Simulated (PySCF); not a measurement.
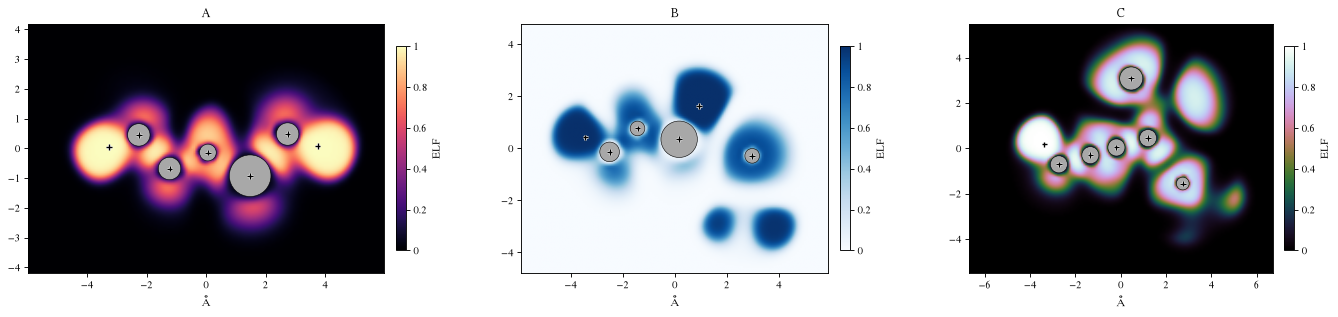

The electron localisation function of 3 systems, each on a plane through atoms (crosses mark nuclei in the plane; grey discs cover the cores).

Method: PBE0/pcSseg-1, SCF density, gas phase, non-relativistic (PySCF).

System 1: C3H10O4SSi (SMILES CO[SiH2]OCS(C)(=O)=O), the plane of atoms C1, O2 and Si3. Geometry: PBE0-D3(BJ)/def2-SVP.

```yaml
atoms:
  - { symbol: C, position_ang: [3.4800, -0.3271, -0.2206] }
  - { symbol: O, position_ang: [2.5363, -0.5940, -1.2191] }
  - { symbol: Si, position_ang: [0.9248, -0.8604, -0.9687] }
  - { symbol: O, position_ang: [0.2980, 0.5859, -0.3370] }
  - { symbol: C, position_ang: [-0.8733, 1.1758, -0.7232] }
  - { symbol: S, position_ang: [-2.2856, 0.1467, -0.2228] }
  - { symbol: C, position_ang: [-2.2563, 0.1834, 1.5579] }
  - { symbol: O, position_ang: [-1.9133, -1.2139, -0.6331] }
  - { symbol: O, position_ang: [-3.5138, 0.7722, -0.7007] }
  - { symbol: H, position_ang: [4.4882, -0.3861, -0.6581] }
  - { symbol: H, position_ang: [3.3484, 0.6842, 0.2032] }
  - { symbol: H, position_ang: [3.4263, -1.0563, 0.6097] }
  - { symbol: H, position_ang: [0.3436, -1.1283, -2.3014] }
  - { symbol: H, position_ang: [0.7690, -1.9238, 0.0574] }
  - { symbol: H, position_ang: [-1.0199, 1.2575, -1.8179] }
  - { symbol: H, position_ang: [-0.9987, 2.1709, -0.2674] }
  - { symbol: H, position_ang: [-1.2477, -0.0901, 1.8932] }
  - { symbol: H, position_ang: [-2.5497, 1.1814, 1.9059] }
  - { symbol: H, position_ang: [-2.9870, -0.5711, 1.8786] }
```

System 2: C4H11NOSi (SMILES [H]/N=C/CCO[SiH2]C), the plane of atoms O3, C4 and C5. Geometry: GFN2-xTB.

```xyz
18

C    -2.7234    1.0485   -0.8799
Si   -2.0276   -0.4324    0.0620
O    -0.4306   -0.3126   -0.2017
C     0.5875   -1.1634    0.2311
C     1.9480   -0.5924   -0.1746
C     2.2449    0.6710    0.5639
N     3.3328    0.8094    1.1708
H    -3.8043    1.0649   -0.7931
H    -2.4757    1.0058   -1.9360
H    -2.3466    1.9895   -0.4915
H    -2.5448   -1.7077   -0.4519
H    -2.3223   -0.3670    1.5001
H     0.5394   -1.2828    1.3204
H     0.4541   -2.1535   -0.2213
H     1.9181   -0.3695   -1.2443
H     2.7360   -1.3189    0.0200
H     1.4421    1.4185    0.5193
H     3.4636    1.6989    1.6483
```

System 3: C5H8B2Cl2O (SMILES BOB[C@H](C#CC)C(Cl)Cl), the plane of atoms C6, C7 and H17. Geometry: GFN2-xTB.

```
atom    x (Å)    y (Å)    z (Å)
   B  -3.2204   1.4551   0.1486
   O  -2.2830   0.7507  -0.4097
   B  -1.3345   0.0419  -0.9234
   C  -0.3377  -0.7939   0.0573
   C   0.8995  -0.0399   0.1934
   C   1.9225   0.5782   0.2884
   C   3.1581   1.3190   0.4181
   C  -0.0188  -2.1751  -0.4948
  Cl  -1.5213  -3.0683  -0.8281
  Cl   0.9699  -3.1199   0.6495
   H  -4.2849   0.9770   0.3110
   H  -2.9882   2.5636   0.4744
   H  -1.1552   0.0248  -2.0877
   H  -0.7852  -0.9101   1.0510
   H   3.3980   1.8139  -0.5228
   H   3.0602   2.0714   1.2001
   H   3.9710   0.6424   0.6804
   H   0.5411  -2.1247  -1.4305
```

### Match each panel to its system.

Panel A is system 2, C4H11NOSi: the plane holds C, Si, O and H. C–O (1.40 Å): the ELF peaks at about 0.90 between the atoms, as expected for a polar covalent bond. Panel B is system 1, C3H10O4SSi: the plane holds C, O, Si and H. Si–O (1.65 Å): the ELF peaks at about 0.90 between the atoms, as expected for a shared but strongly polarised pair. Panel C is system 3, C5H8B2Cl2O: the plane holds O, C, Cl and H. C–C (1.20 Å): the ELF peaks at about 0.85 between the atoms: a short, multiple covalent bond.
